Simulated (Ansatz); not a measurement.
# Phonons of Mg (P6_3/mmc, 2 atoms in the cell) against volume, part 2 of 2

Wanted: Grüneisen parameters and pressure coefficients of the modes of Mg (P6_3/mmc, 2 atoms in the cell).

Ansatz 0.2.0; DFT LDA, scalar-relativistic, plane waves, PAW; PAW set soft_1.

So far. Step 3 (Tight relaxation): The forces vanish by symmetry and the pressure is -0.001 GPa, within the tolerances set. The cell now holds 21.60 Å³/atom.

## (4) Modes at rest

Phonons follow from the second derivative of the energy, found here by linear response.

The modes at rest are the reference of the series.

input.yaml

```yaml
crystal:
  lattice:
    - [3.1486847676, 0.0, 0.0]
    - [-1.5743423838, 2.7268409972, 0.0]
    - [0.0, 0.0, 5.0315838005]
  atoms:
    - { symbol: Mg, position: [0.3333333333, 0.6666666667, 0.25] }
    - { symbol: Mg, position: [0.6666666667, 0.3333333333, 0.75] }
kpoints:
  mp_grid: { grid: [15, 15, 8] }
hamiltonian:
  xc: lda
  pseudopotentials: { kind: paw, azcp: { folder: soft_1 }, xc_functional: pbe }
scf:
  occupations: { method: methfessel_paxton, width: 0.2 }
output:
  eigenvalues: true
phonons:
  method: dfpt
```

Launch:

```console
> ansatz run input.yaml --threads 4 --pin off --max-ram 10240MiB --backend cpu --events-out ev --progress --plain --runs-dir out
```

Numbers of over 12 decimals in the logs are rounded to 6 here.

Output:

```text
zone centre: on kpoints.mp_grid the ground state, and the responses unless they are solved on pairs of k-points, stand on 320 of the mesh's 1800 k-points, reduced under 4 symmetry operations, with k and −k counted as one. Each operation leaves every solved displacement unchanged or reverses it
[...]
Crystal: 2 atoms, lattice volume = 43.201 Å³
Basis set: ecut = 420 eV, 845 PW (Γ), exchange–correlation on 48×48×72 points (8 copies of the dense FFT grid, shifted against one another)
Bands: 14, of which v1, the nominal top of the filled ones, is band 10 counted from 1 (9 counted from 0)
Symmetry: 24 space group operations
k-points: 320 of 1800 (irreducible under 4 space group operations, time reversal used)
[...]
SCF iter   1: F=—  HF=-3803.257955 eV  |F-HF|=—  |Δ(HF+E_count)|=         —  Δρ=1.50e-2  dr2=1.08e-1  ethr=3.10e-3  ⟨swp⟩=5.0  Hψ=22559  notcnv=0
[...]
SCF iter   7: F=-3803.208489 eV  HF=-3803.208489 eV  |F-HF|=2.27e-12  |Δ(HF+E_count)|=  1.82e-12  S|Δr|=    0.00e0  Δρ=4.73e-9  dr2=9.30e-15  ethr=1.00e-12  ⟨swp⟩=6.0  Hψ=21124  notcnv=0
SCF 1 converged in 7 iterations: F = -3803.208489 eV  dr2 = 9.30e-15
[...]
DFPT response loops at Γ: preconditioner auto → Kerker (q_TF=auto, 2.400 Å⁻¹) (partly filled bands, converged f_vac=0.000); β = 1.00, the filter's whole step (`scf.mixing.beta` (0.50) is not read by the response loops under this deck's `scf.mixing.preconditioner`; to damp them name `kerker` or `kerker_dos`, under which they read `scf.mixing.beta`, and type it under 1.00, their step now; both keys bind the ground state too); Broyden in place of MSR1
SCF converged after 7 iterations
[...]
Free energy (F): -3803.208489 eV
[...]
Internal energy: -3803.206762 eV  (E = F + TS)
E sigma→0 (E₀):  -3803.208057 eV
Entropy (-TS):   -0.001727 eV (-0.864 meV/atom)
Fermi energy:    5.916512 eV
[...]
--- Band table (eV; the first three rows and the last of 320) ---
  k-point 0: bands = [... 6 lower, -36.7402, -36.7402, -1.2586, 4.2664, 4.8013, 16.9878, 16.9878, 17.1161]
  k-point 1: bands = [... 6 lower, -36.7405, -36.7405, -1.1653, 3.1831, 6.0424, 17.0597, 17.0597, 17.1763]
  k-point 2: bands = [... 6 lower, -36.7412, -36.7412, -0.8858, 2.0329, 7.6661, 15.4988, 17.2667, 17.2667]
  k-point 319: bands = [... 6 lower, -36.7484, -36.7484, 3.4342, 3.4342, 8.4232, 8.4232, 9.9333, 9.9333]
--- Phonons (Γ-DFPT): 2 representative perturbations + reference, on 320 of 1800 k-points (Σ response iterations 6) ---
  k mesh reduced under 4 symmetry operations, with k and −k counted as one. Each operation leaves every solved displacement unchanged or reverses it
  ASR residual: 2.705e-6 → 0.000e0 eV/Å²; symmetrization residual: 5.612e-13 eV/Å²
  ASR residual per site (eV/Å²): 2.71e-6 2.71e-6
  Γ frequencies (cm⁻¹): 0.00 0.00 0.00 133.13 133.13 260.89
  non-analytic LO–TO correction: not included (Born effective charges unavailable; polar crystals: no LO–TO splitting at Γ)
```

Elapsed: 10 s, on 4 threads of Arm Neoverse V1, shared host; peak memory 0.68 GiB.

This step gave:

- sum-rule residual before enforcement: 2.71e-6 eV/Å²
- point group: 6/mmm
- highest optical mode at the zone centre (no LO-TO term): 260.9 cm⁻¹
- lowest optical zone-centre mode: 133.1 cm⁻¹

Patterns of degenerate modes are one choice out of their space. Modes at Γ:

```tsv
mode	frequency (cm⁻¹)	symmetry
1	0.0	acoustic
2	0.0	acoustic
3	0.0	acoustic
4	133.1	E2g
5	133.1	E2g
6	260.9	B1g
```

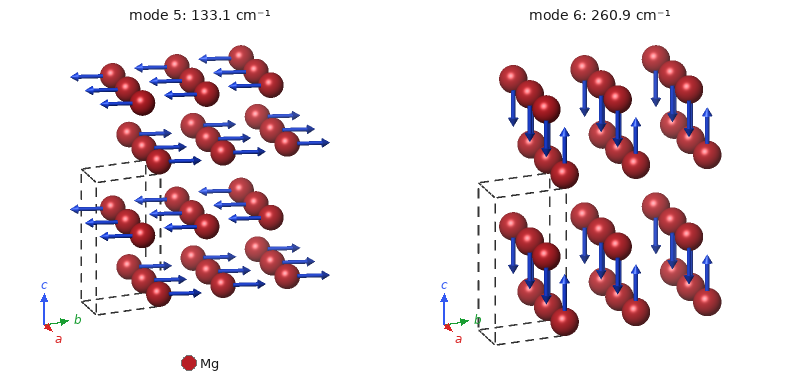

Displacement patterns of modes 5 and 6 at Γ; arrows are exaggerated. 3×3×2 cells are drawn.

Before it was imposed, the acoustic sum rule was missed by 2.7e-6 eV/Å². Small misses are needed for a sound result but don't prove that mesh and cutoff are converged. The lowest optical mode is real, 133 cm⁻¹.

## (5) A member of the series: 1.06 times the volume at rest

The cell is set to 1.06 times the volume at rest, and shape and atoms relax at that volume.

input.yaml, the sections that differ from step 4:

```yaml
crystal:
  lattice:
    - [3.2114134215, 0.0, 0.0]
    - [-1.6057067108, 2.781165605, 0.0]
    - [0.0, 0.0, 5.1271556937]
  atoms:
    - { symbol: Mg, position: [0.3333333333, 0.6666666667, 0.25] }
    - { symbol: Mg, position: [0.6666666667, 0.3333333333, 0.75] }
output:
  forces: true
  stress: true
  eigenvalues: true
relax:
  adjacent_minimum: "off"
  f_tol: 0.001
  max_steps: 60
  cell: { stress_tol: 0.01, fix: [volume] }
# kpoints, hamiltonian, scf: as in step 4
# phonons: removed
```

Output:

```text
[...]
Crystal: 2 atoms, lattice volume = 45.793 Å³
Basis set: ecut = 420 eV, 905 PW (Γ)
Bands: 14, of which v1, the nominal top of the filled ones, is band 10 counted from 1 (9 counted from 0)
Symmetry: 24 space group operations
[...]
k-points: 135 of 1800
[...]
k-point 134: bands = [... 6 lower, -37.3168, -37.3168, 5.6140, 5.6140, 6.1275, 6.1275, 6.8501, 6.8501]
--- Relaxed structure (2 steps of the walk, 2 accepted, 1 SCFs on fresh bases) ---
[...]
cell:  # Å, volume = 45.7931 Å³
    - [3.211695, 2.8869962798470608e-11, 0]
    - [-1.605847, 2.781409, 0]
    - [0, 0, 5.126257]
  atoms:
    - { symbol: Mg, position: [0.333333, 0.666667, 0.25] }
    - { symbol: Mg, position: [0.666667, 0.333333, 0.75] }
[key lines of the parts left out:]
SCF converged after 4 iterations
Free energy (F): -3803.191051 eV
Fermi energy:    5.430135 eV
P = ⅓ Tr σ = -2.0500 GPa (-20.500 kbar)
```

Run time: 3.2 s. Hardware: 4 threads; peak memory 0.36 GiB.

Little changed from the start: no atom moved by 0.005 Å and no cell edge by 0.1 %.

This step gave:

```yaml
pressure: -2.050 GPa
volume_per_atom: 22.90 Å³
```

The forces vanish by symmetry, at a pressure of -2.05 GPa.

## (6) Modes of this member: 1.06 times the volume at rest

The zone-centre modes follow for 1.06 times the volume at rest.

input.yaml, the sections that differ from step 5:

```yaml
crystal:
  lattice:
    - [3.2116948458, 0.0, 0.0]
    - [-1.6058474229, 2.7814093257, 0.0]
    - [0.0, 0.0, 5.1262572003]
  atoms:
    - { symbol: Mg, position: [0.3333333333, 0.6666666667, 0.25] }
    - { symbol: Mg, position: [0.6666666667, 0.3333333333, 0.75] }
output:
  eigenvalues: true
phonons:
  method: dfpt
# kpoints, hamiltonian, scf: as in step 5
# relax: removed
```

Output:

```text
[...]
Crystal: 2 atoms, lattice volume = 45.793 Å³
Basis set: ecut = 420 eV, 905 PW (Γ), exchange–correlation on 48×48×72 points (8 copies of the dense FFT grid, shifted against one another)
Bands: 14, of which v1, the nominal top of the filled ones, is band 10 counted from 1 (9 counted from 0)
Symmetry: 24 space group operations
k-points: 320 of 1800 (irreducible under 4 space group operations, time reversal used)
[...]
SCF iter   1: F=—  HF=-3803.238119 eV  |F-HF|=—  |Δ(HF+E_count)|=         —  Δρ=1.44e-2  dr2=1.09e-1  ethr=3.10e-3  ⟨swp⟩=5.0  Hψ=22522  notcnv=0
[...]
SCF iter   6: F=-3803.191052 eV  HF=-3803.191052 eV  |F-HF|=5.00e-12  |Δ(HF+E_count)|=   8.28e-9  S|Δr|=    0.00e0  Δρ=1.51e-7  dr2=5.70e-12  ethr=1.00e-12  ⟨swp⟩=6.0  Hψ=26813  notcnv=0
SCF 1 converged in 6 iterations: F = -3803.191052 eV  dr2 = 5.70e-12
[...]
SCF converged after 6 iterations
[...]
Free energy (F): -3803.191052 eV
[...]
Internal energy: -3803.189000 eV  (E = F + TS)
E sigma→0 (E₀):  -3803.190539 eV
Entropy (-TS):   -0.002052 eV (-1.026 meV/atom)
Fermi energy:    5.430135 eV
[...]
--- Band table (eV; the first three rows and the last of 320) ---
  k-point 0: bands = [... 6 lower, -37.3105, -37.3105, -1.4900, 3.8789, 4.3201, 16.1590, 16.1590, 16.1621]
  k-point 1: bands = [... 6 lower, -37.3108, -37.3108, -1.4001, 2.8001, 5.5527, 16.2251, 16.2251, 16.2312]
  k-point 2: bands = [... 6 lower, -37.3114, -37.3114, -1.1310, 1.6856, 7.1282, 14.7257, 16.4096, 16.4096]
  k-point 319: bands = [... 6 lower, -37.3171, -37.3171, 3.0343, 3.0343, 7.8649, 7.8649, 9.2720, 9.2720]
[...]
ASR residual: 1.997e-4 → 0.000e0 eV/Å²; symmetrization residual: 3.449e-13 eV/Å²
  ASR residual per site (eV/Å²): 2.00e-4 2.00e-4
  Γ frequencies (cm⁻¹): 0.00 0.00 0.00 123.88 123.88 235.04
[...]
```

It took 11 s on 4 threads; peak memory 0.7 GiB.

This step gave:

```
sum-rule residual before enforcement                    : 2.00e-4 eV/Å²
highest optical mode at the zone centre (no LO-TO term) : 235.0 cm⁻¹
lowest optical zone-centre mode                         : 123.9 cm⁻¹
```

Patterns of degenerate modes are one choice out of their space. Modes at Γ:

```tsv
mode	frequency (cm⁻¹)	symmetry
1	0.0	acoustic
2	0.0	acoustic
3	0.0	acoustic
4	123.9	E2g
5	123.9	E2g
6	235.0	B1g
```

The lowest optical mode is real, 124 cm⁻¹, and the highest lies at 235.0 cm⁻¹.

Between step 4 and this run (volume ratio 1.06) the value for the highest optical mode at the zone centre (no LO-TO term) moves from 261 cm⁻¹ to 235 cm⁻¹ (-10 %).

## (7) A member of the series: 0.9 times the volume at rest

The cell is set to 0.9 times the volume at rest, and shape and atoms relax at that volume.

input.yaml, the sections that differ from step 6:

```yaml
crystal:
  lattice:
    - [3.0386313475, 0.0, 0.0]
    - [-1.5193156738, 2.6315319397, 0.0]
    - [0.0, 0.0, 4.8623874106]
  atoms:
    - { symbol: Mg, position: [0.3333333333, 0.6666666667, 0.25] }
    - { symbol: Mg, position: [0.6666666667, 0.3333333333, 0.75] }
output:
  forces: true
  stress: true
  eigenvalues: true
relax:
  adjacent_minimum: "off"
  f_tol: 0.001
  max_steps: 60
  cell: { stress_tol: 0.01, fix: [volume] }
# kpoints, hamiltonian, scf: as in step 6
# phonons: removed
```

Output:

```text
[...]
Crystal: 2 atoms, lattice volume = 38.881 Å³
Basis set: ecut = 420 eV, 761 PW (Γ)
Bands: 14, of which v1, the nominal top of the filled ones, is band 10 counted from 1 (9 counted from 0)
Symmetry: 24 space group operations
[...]
k-points: 135 of 1800
[...]
k-point 134: bands = [... 6 lower, -35.6607, -35.6607, 7.0065, 7.0065, 7.4719, 7.4719, 8.7487, 8.7487]
--- Relaxed structure (2 steps of the walk, 2 accepted, 1 SCFs on fresh bases) ---
[...]
cell:  # Å, volume = 38.8809 Å³
    - [3.038305, 2.8864453582441592e-11, 0]
    - [-1.519152, 2.631249, 0]
    - [0, 0, 4.863433]
  atoms:
    - { symbol: Mg, position: [0.333333, 0.666667, 0.250000] }
    - { symbol: Mg, position: [0.666667, 0.333333, 0.750000] }
[key lines of the parts left out:]
SCF converged after 6 iterations
Free energy (F): -3803.144804 eV
Fermi energy:    6.862547 eV
P = ⅓ Tr σ = 5.1610 GPa (51.610 kbar)
```

Wall time 3.3 s (4 threads); peak memory 0.35 GiB; 12 s of CPU time.

Little changed from the start: no atom moved by 0.005 Å and no cell edge by 0.1 %.

Numbers from this step:

| Item | Value |
| --- | --- |
| pressure | 5.161 GPa |
| volume per atom | 19.44 Å³ |

The forces vanish by symmetry, at a pressure of 5.16 GPa.

## (8) Zone-centre modes of the member: 0.9 times the volume at rest

The zone-centre modes follow for 0.9 times the volume at rest.

input.yaml, the sections that differ from step 7:

```yaml
crystal:
  lattice:
    - [3.0383045946, 0.0, 0.0]
    - [-1.5191522973, 2.6312489633, 0.0]
    - [0.0, 0.0, 4.8634333129]
  atoms:
    - { symbol: Mg, position: [0.3333333333, 0.6666666667, 0.25] }
    - { symbol: Mg, position: [0.6666666667, 0.3333333333, 0.75] }
output:
  eigenvalues: true
phonons:
  method: dfpt
# kpoints, hamiltonian, scf: as in step 7
# relax: removed
```

Output:

```text
[...]
Crystal: 2 atoms, lattice volume = 38.881 Å³
Basis set: ecut = 420 eV, 761 PW (Γ), exchange–correlation on 48×48×72 points (8 copies of the dense FFT grid, shifted against one another)
Bands: 14, of which v1, the nominal top of the filled ones, is band 10 counted from 1 (9 counted from 0)
Symmetry: 24 space group operations
k-points: 320 of 1800 (irreducible under 4 space group operations, time reversal used)
[...]
k-point 1: bands = [... 6 lower, -35.6497, -35.6497, -0.6926, 3.9370, 7.0007, 18.6370, 18.6370, 18.9479]
  k-point 2: bands = [... 6 lower, -35.6508, -35.6508, -0.3932, 2.7200, 8.7135, 16.9840, 18.8382, 18.8382]
  k-point 319: bands = [... 6 lower, -35.6614, -35.6614, 4.2181, 4.2181, 9.4961, 9.4961, 11.2126, 11.2126]
[...]
ASR residual: 1.367e-4 → 0.000e0 eV/Å²; symmetrization residual: 5.673e-13 eV/Å²
  ASR residual per site (eV/Å²): 1.37e-4 1.37e-4
  Γ frequencies (cm⁻¹): 0.00 0.00 0.00 149.72 149.72 309.74
[...]
[key lines of the parts left out:]
SCF converged after 7 iterations
Free energy (F): -3803.144804 eV
Fermi energy:    6.862547 eV
```

Wall time 10 s (4 threads); peak memory 0.64 GiB.

This step gave:

```yaml
sum_rule_residual_before_enforcement: 1.37e-4 eV/Å²
highest_optical_mode_at_the_zone_centre_no_lo_to_term: 309.7 cm⁻¹
lowest_optical_zone_centre_mode: 149.7 cm⁻¹
```

Patterns of degenerate modes are one choice out of their space. Modes at Γ:

```tsv
mode	frequency (cm⁻¹)	symmetry
1	0.0	acoustic
2	0.0	acoustic
3	0.0	acoustic
4	149.7	E2g
5	149.7	E2g
6	309.7	B1g
```

The lowest optical mode is real, 150 cm⁻¹, and the highest lies at 309.7 cm⁻¹.

For the highest optical mode at the zone centre (no LO-TO term), step 4 gave 261 cm⁻¹; this run, with volume ratio 0.9, gives 310 cm⁻¹ (+19 %).

## (9) The series together

The members are set side by side, also those not shown above.

Each row is one cell with its response, relaxed at fixed volume as far as symmetry leaves anything free; energies are extrapolated to zero smearing, and E0 is that at rest; shape and atoms are relaxed in each cell where symmetry leaves them free; all runs use 15×15×8 k points and Methfessel-Paxton smearing of 0.2 eV. State of the crystal along the series:

```tsv
volume ratio	V (Å³/atom)	pressure (GPa)	E - E0 (meV/atom)	first cell vector (Å)	third cell vector (Å)
0.9	19.44	5.161	31.74	3.038	4.863
0.92	19.87	3.908	19.56	3.061	4.898
0.94	20.3	2.777	10.6	3.083	4.932
0.96	20.74	1.756	4.533	3.106	4.966
0.98	21.17	0.8327	1.084	3.127	4.999
0.99	21.38	0.4051	0.2617	3.138	5.016
1	21.6	-0.001299	0	3.149	5.032
1.02	22.03	-0.7549	1.052	3.17	5.064
1.04	22.46	-1.435	4.036	3.191	5.095
1.06	22.9	-2.05	8.759	3.212	5.126
```

Each mode is tracked from rest by its pattern, and modes that stay within 0.3 cm⁻¹ of each other stand once; shape and atoms are relaxed in each cell where symmetry leaves them free; all runs use 15×15×8 k points and Methfessel-Paxton smearing of 0.2 eV. Optical modes along the series:

```tsv
V (Å³/atom)	mode 4 E2g (cm⁻¹)	mode 6 B1g (cm⁻¹)
19.44	149.7	309.7
19.87	146.3	299.3
20.3	142.9	289.2
20.74	139.6	279.5
21.17	136.3	270.1
21.38	134.7	265.4
21.6	133.1	260.9
22.03	130	252
22.46	126.9	243.5
22.9	123.9	235
```

From cubic fits (parabolas where under five rows exist) of ln ω and P against ln V through the rows within about 4 % of rest: γ = −d ln ω / d ln V and dω/dP = γ ω / B. Slopes at rest:

```tsv
mode	fitted frequency at rest (cm⁻¹)	Grüneisen parameter γ	dω/dP (cm⁻¹/GPa)
mode 4 E2g	133.1	1.2	4.04
mode 6 B1g	260.9	1.74	11.44
```

## (10) Results

```json
{
  "members": "10",
  "highest optical mode at the zone centre (no LO-TO term), at rest": "260.9 cm⁻¹",
  "bulk modulus at rest": "39.6 GPa",
  "mode 4 E2g, γ": "1.20",
  "mode 6 B1g, γ": "1.74"
}
```

**Reading.** The series spans -2.0 to 5.2 GPa, and the slope at rest gives a bulk modulus of 40 GPa. Among the modes in the table of slopes γ runs from 1.20 (mode 4 E2g) to 1.74 (mode 6 B1g). One k mesh and one cutoff serve the ground states and modes of all volumes. These are harmonic frequencies at zero temperature: anharmonic shifts, linewidths and thermal expansion are left out. With no gap, or one that is small against the smearing, the frequencies hang on the k mesh and the smearing, most of all near Kohn anomalies. The PAW files were made for PBE; the program adapts parts of them to the functional of the run, but their partial waves stay those of PBE, an approximation that was not tested in this session. Only the zone centre was solved, so an instability at another wavevector cannot show here.

Computed beside measured:

```
              quantity  measured  LDA, PAW; PAW set soft_1
lattice constant c (Å)     5.213            5.032 (-3.5 %)
```

Measured values from pmc:8911465 (2022).

**Verdict.** The lattice constant c is off by -3.5 %: a clear miss. The grades are ours: good and fair within 0.8 and 2 % for the lattice constant c. Zero-point motion and thermal expansion are not in the computed lattice constants.

[Logs are printed without paths, hosts, clocks, repeated set-up lines and the standing remarks that a program may print on its own settings, such as how far it seeks lower states.]

[Hosts, paths, dates, database ids (printed as entryN), source tags and the programs' standing remarks are cut or masked in the printed files.]
